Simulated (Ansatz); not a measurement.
# C$_{2}$H$_{10}$AlN: geometry relaxation (part 2 of 2)

The same run, continued: C$_{2}$H$_{10}$AlN; RKS PBE-D4/6-31G* (Ansatz 0.2.0). The input holds or restrains some coordinates. It belongs to a series of runs on one base structure; here: pulled along the bonds that form and break, towards end B.

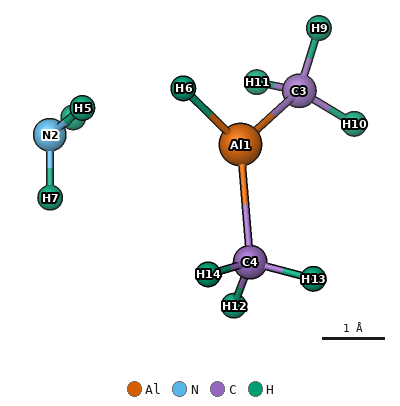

*The geometry at step 7 of the log (ball-and-stick view, seen at a tilt; atoms are numbered from 1 in the order of the input).*

**Trajectory as extended XYZ, continued**
```
14
Properties=species:S:1:pos:R:3:forces:R:3 step=4 energy=-10314.11013
Al   -0.7907    0.0492    0.0311    1.9347  -0.0500  -0.3743
N     2.0081   -0.4658    1.0844   -1.4712   0.2003  -0.1342
C    -0.8830   -1.4960   -1.1920   -0.4011   0.1351  -0.0404
C    -0.6161    2.0021   -0.1723   -0.3400  -0.0285  -0.0167
H     1.1316   -0.5379    1.5795   -0.0926  -0.1595   0.4980
H    -0.7574   -0.3784    1.5352   -0.4765  -0.2267   0.8347
H     2.4760    0.4162    1.1827    0.6853  -0.0559  -0.2143
H     2.3468   -1.3224    0.6874    0.6761   0.0492  -0.1780
H    -1.5673   -2.1599   -0.6392   -0.1962  -0.3016  -0.1348
H    -1.3687   -1.2264   -2.1384   -0.1463  -0.1100  -0.2752
H     0.0016   -2.1111   -1.4450    0.1029   0.3847   0.2253
H     0.2060    2.5112   -0.7037    0.0278  -0.3876  -0.1403
H    -1.5523    2.3075   -0.6616   -0.2167   0.4734  -0.1007
H    -0.6347    2.4116    0.8518   -0.0864   0.0770   0.0509
14
Properties=species:S:1:pos:R:3:forces:R:3 step=5 energy=-10314.27330
Al   -0.7903    0.0515    0.0229    0.5644   0.0836  -0.5227
N     2.0979   -0.5176    1.2495    0.3366   0.0691  -0.4022
C    -0.9675   -1.4813   -1.2112    0.0859  -0.2527  -0.1236
C    -0.6920    2.0121   -0.1878   -0.1701   0.2891  -0.2739
H     1.1772   -0.5750    1.6909    0.3377   0.0168  -0.1178
H    -0.7651   -0.3789    1.5108   -0.2292  -0.3082   1.0192
H     2.5563    0.3980    1.1407   -0.4827  -0.6703   0.0132
H     2.4270   -1.2937    0.6576   -0.3809   0.6396   0.3874
H    -1.6103   -2.2435   -0.7162    0.1777   0.1183  -0.0753
H    -1.4178   -1.2803   -2.1990    0.1198   0.0324  -0.0188
H     0.0308   -1.9665   -1.3792   -0.4586   0.2324   0.0430
H     0.1989    2.3757   -0.7516   -0.3010  -0.1111   0.1580
H    -1.5928    2.4662   -0.6632    0.2765  -0.1489  -0.0024
H    -0.6524    2.4332    0.8357    0.1240   0.0098  -0.0839
14
Properties=species:S:1:pos:R:3:forces:R:3 step=6 energy=-10314.43698
Al   -0.7317    0.0113    0.1260    0.0216   0.3313  -0.9925
N     2.1687   -0.5453    1.3710    0.0586  -0.0909   0.3206
C    -0.9683   -1.4415   -1.2183    0.0475   0.1417   0.1582
C    -0.6966    1.9813   -0.2122    0.1298  -0.2292   0.1778
H     1.2331   -0.6132    1.7772    0.0226   0.0059  -0.0213
H    -0.6831   -0.4490    1.6096   -0.2109  -0.2397   0.8541
H     2.3930    0.4001    1.0831   -0.0300   0.3071  -0.1343
H     2.3059   -1.2060    0.6151   -0.0604  -0.1778  -0.2822
H    -1.6274   -2.2185   -0.7877    0.0291  -0.0178  -0.0374
H    -1.3735   -1.1600   -2.2059    0.0277   0.0977   0.0782
H     0.0102   -1.9253   -1.3971    0.0059  -0.0772  -0.0395
H     0.1430    2.2969   -0.8576   -0.0039  -0.0396  -0.0505
H    -1.6168    2.3906   -0.6689    0.0060  -0.1082   0.0222
H    -0.5564    2.4784    0.7655   -0.0436   0.0966  -0.0533
14
Properties=species:S:1:pos:R:3:forces:R:3 step=7 energy=-10314.46724
Al   -0.7571    0.0011    0.1549    0.2366   0.2539  -0.8064
N     2.1641   -0.5392    1.3639    0.0707   0.0393   0.1768
C    -0.9541   -1.4205   -1.2032    0.0246   0.0028   0.0941
C    -0.6779    1.9439   -0.2032    0.0230  -0.0687   0.0972
H     1.2239   -0.5995    1.7634    0.0118  -0.0109   0.0403
H    -0.6963   -0.4531    1.6381   -0.2392  -0.2648   0.8774
H     2.3710    0.4162    1.0752   -0.0447   0.1186  -0.0869
H     2.2612   -1.1769    0.5782   -0.0356  -0.1171  -0.2249
H    -1.6306   -2.2017   -0.8146   -0.0307  -0.0639  -0.0322
H    -1.3330   -1.0979   -2.1853   -0.0181   0.0743  -0.0355
H     0.0181   -1.9170   -1.3799    0.0239  -0.0283  -0.0187
H     0.1440    2.2301   -0.8818    0.0188  -0.0228  -0.0630
H    -1.6080    2.3325   -0.6531   -0.0446  -0.0052  -0.0413
H    -0.5255    2.4820    0.7473    0.0036   0.0929   0.0231
14
Properties=species:S:1:pos:R:3:forces:R:3 step=8 energy=-10314.47947
Al   -0.7597   -0.0110    0.1949    0.2258   0.2253  -0.7859
N     2.1759   -0.5393    1.3772   -0.0327   0.0445   0.0217
C    -0.9512   -1.3945   -1.1932    0.0246  -0.1047   0.0130
C    -0.6773    1.9144   -0.2065   -0.0190   0.0686   0.0556
H     1.2322   -0.6007    1.7753    0.0721  -0.0256   0.0712
H    -0.6905   -0.4680    1.6761   -0.2340  -0.2614   0.8788
H     2.3490    0.4186    1.0659   -0.0135   0.0748  -0.0514
H     2.2467   -1.1712    0.5787   -0.0110  -0.0665  -0.1258
H    -1.6309   -2.1947   -0.8519   -0.0301  -0.0522  -0.0129
H    -1.3235   -1.0252   -2.1621   -0.0119   0.0639  -0.0300
H     0.0212   -1.8851   -1.3909    0.0039  -0.0074  -0.0093
H     0.1269    2.1684   -0.9184    0.0378  -0.0248  -0.0561
H    -1.6146    2.2896   -0.6566   -0.0293  -0.0252  -0.0195
H    -0.5045    2.4986    0.7114    0.0171   0.0907   0.0506
14
Properties=species:S:1:pos:R:3:forces:R:3 step=9 energy=-10314.48454
Al   -0.7569   -0.0217    0.2114    0.2095   0.2443  -0.7917
N     2.1854   -0.5290    1.3935   -0.0436   0.0656  -0.1816
C    -0.9546   -1.3936   -1.1947   -0.0001  -0.0186  -0.0051
C    -0.6741    1.9077   -0.2015    0.0042   0.0059   0.0143
H     1.2390   -0.5984    1.7858    0.0742  -0.0348   0.0976
H    -0.6844   -0.4842    1.6904   -0.2291  -0.2634   0.8806
H     2.3291    0.4286    1.0572   -0.0027   0.0056   0.0056
H     2.2543   -1.1655    0.5931   -0.0059  -0.0084  -0.0027
H    -1.6510   -2.1941   -0.8864   -0.0063  -0.0038  -0.0086
H    -1.3113   -0.9824   -2.1548    0.0008   0.0055   0.0014
H     0.0129   -1.8906   -1.4001    0.0014  -0.0032  -0.0041
H     0.1101    2.1341   -0.9474   -0.0018  -0.0085  -0.0103
H    -1.6239    2.2679   -0.6401   -0.0044  -0.0090   0.0008
H    -0.4746    2.5211    0.6935    0.0038   0.0229   0.0038
```

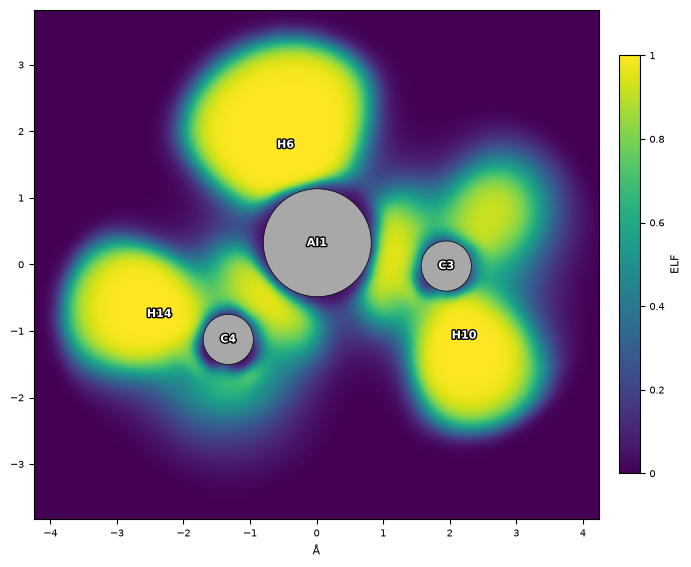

*Electron localisation function on the plane of atoms Al1, C4 and H14. Grey discs, where drawn, cover atomic cores.*

Atoms in the plane: Al, C and H. Al1···H10 (2.61 Å): the ELF climbs to about 1 towards the hydrogen, as it does in any bond to H; a non-bonded, intermolecular contact. C–Al (1.97 Å): the ELF peaks at about 0.95 between the atoms, which marks a shared but strongly polarised pair. C–H (1.10 Å): the ELF climbs to about 1 towards the hydrogen; a covalent bond by its length. Al–H (1.55 Å): the ELF climbs to about 1 towards the hydrogen.

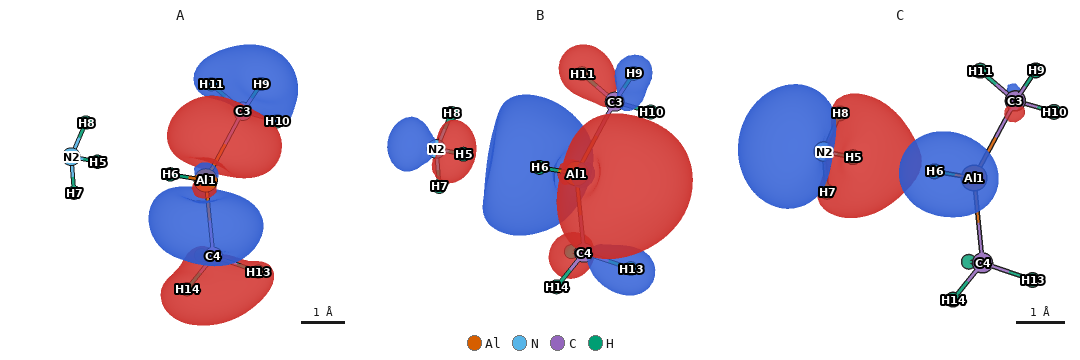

*Three frontier orbitals at ±0.08 Å⁻³ᐟ² (red and blue are the two phases).*

A is the HOMO−1 (−6.29 eV). Its weight (Hirshfeld) is mainly on C4 (30 %), C3 (30 %) and Al1 (20 %). C is the HOMO (−5.90 eV). B is the LUMO (−1.40 eV). By Hirshfeld shares it lies mainly on Al1 (60 %). The HOMO–LUMO gap is 4.50 eV between the orbital energies.

The run was set up as follows.

**Input file**
```yaml
crystal:
  periodic: [false, false, false]
  atoms:
    - { symbol: Al, position_ang: [-0.2741, 0.0405, -0.0772] }
    - { symbol: "N", position_ang: [1.7253, -0.3751, 0.8357] }
    - { symbol: C, position_ang: [-0.8585, -1.4986, -1.1856] }
    - { symbol: C, position_ang: [-0.5965, 1.9964, -0.1704] }
    - { symbol: H, position_ang: [0.6124, -0.4967, 1.5844] }
    - { symbol: H, position_ang: [-0.3372, -0.4987, 1.8511] }
    - { symbol: H, position_ang: [2.3609, 0.339, 1.1635] }
    - { symbol: H, position_ang: [2.2464, -1.2323, 0.7152] }
    - { symbol: H, position_ang: [-1.5534, -2.1426, -0.6359] }
    - { symbol: H, position_ang: [-1.3568, -1.2227, -2.1202] }
    - { symbol: H, position_ang: [-0.0072, -2.1324, -1.4572] }
    - { symbol: H, position_ang: [0.202, 2.5332, -0.6932] }
    - { symbol: H, position_ang: [-1.5341, 2.2822, -0.6556] }
    - { symbol: H, position_ang: [-0.6293, 2.4077, 0.8452] }
basis:
  gaussian: { orbitals: "6-31G*" }
hamiltonian:
  xc: pbe
  dispersion: d4
relax:
  f_tol: 0.15
  max_steps: 25
  restrain:
    - { distance: [0, 5], at: 1.52, k: 30.0 }
    - { distance: [4, 1], at: 1.02, k: 30.0 }
    - { distance: [0, 1], at: 3.22, k: 30.0 }
    - { distance: [4, 5], at: 1.92, k: 30.0 }
output:
  orbitals: {}
```

Command:
```bash
ansatz run input.yaml --threads 2 --pin off --max-ram 3072MiB --backend cpu --events-out ev --progress --plain --runs-dir out
```

**Summary**

| quantity | value |
| --- | --- |
| outcome | converged under the restraints of the input |
| total energy | −10314.4846 eV |
| mean-field energy | −10314.2849 eV |
| largest force (length of the vector) at the end, held atoms and coordinates included | 0.947 eV/Å |
| hardware | 2 threads of AMD EPYC (Zen 4), 16 GiB of memory available, shared host |
| wall time | 10 s (CPU time 20 s) |
| peak memory | 0.17 GiB |
